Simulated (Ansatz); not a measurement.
```yaml
atoms:
  - { symbol: F, position_ang: [0.2180, -1.0720, -2.2303] }
  - { symbol: Al, position_ang: [0.8033, -0.1089, -1.0196] }
  - { symbol: Al, position_ang: [-0.7035, 0.1966, 1.0785] }
  - { symbol: F, position_ang: [-2.1447, -0.6151, 1.0923] }
  - { symbol: H, position_ang: [2.2343, 0.5232, -1.2868] }
  - { symbol: H, position_ang: [-0.4075, 1.0762, 2.3659] }
```

Geometry: PBE0-D4/def2-TZVP.

All numbers below come from RKS PBE0-D4/def2-TZVPP in Ansatz 0.2.0.

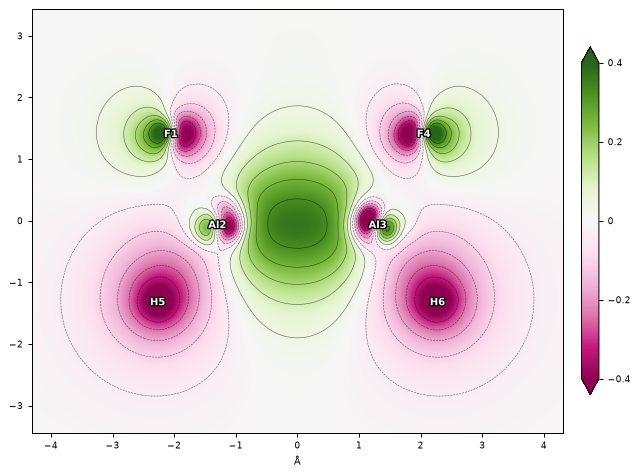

Al₂F₂H₂ (SMILES [F][AlH][AlH][F]). The HOMO on the molecular plane (values in Å⁻³ᐟ²; the overall sign is arbitrary).

**Where does this orbital lie, and at what energy?**

It lies mainly on Al2 (about 30 %), Al3 (about 30 %), H6 (about 15 %) and H5 (about 15 %); it is symmetric in the molecular plane (an in-plane orbital: σ, lone-pair or in-plane π type). Its energy is −7.47 eV.
